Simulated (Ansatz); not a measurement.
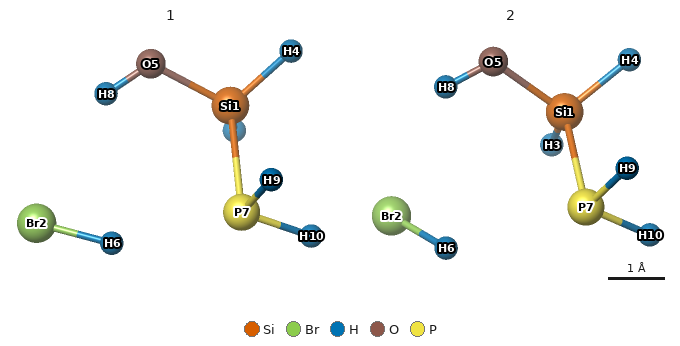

Two geometries of SiPH₆OBr, drawn at one scale. One is the start of a relaxation, the other its converged end. Style: ball-and-stick. Shown at a tilt.

Method: RKS PBE0/def2-SVP in Ansatz. Settings: no spin polarisation; force threshold 0.03 eV/Å; at most 50 steps.

### Which of the two is the end point?

Structure 1 is the relaxed one. The run prepares an end point of a later path (reaction) calculation, from a guessed geometry. The largest move after the best rigid fit is that of Br2, 0.72 Å. Largest moves by element: Br 0.72 Å, H 0.50 Å, O 0.25 Å, P 0.24 Å, Si 0.17 Å. Some distances before and after: Si1–P7 2.209 → 2.277 Å, Br2–H6 1.479 → 1.449 Å, Si1–H3 1.504 → 1.496 Å, Si1–H4 1.492 → 1.487 Å. Among the angles between lasting bonds that change: Si1–O5–H8 114.6° → 116.6°. The energy falls by 2.87 kcal/mol in 11 geometry steps. The largest force component goes from 0.84 to 0.015 eV/Å. The run took 33 s on 2 threads of Arm Neoverse V2, on a shared host, peak memory 0.27 GiB.

Limits of the set-up: the start holds two separate molecules, 2.6 Å apart at their closest, whose relative position is a soft coordinate and is computed without a dispersion correction.
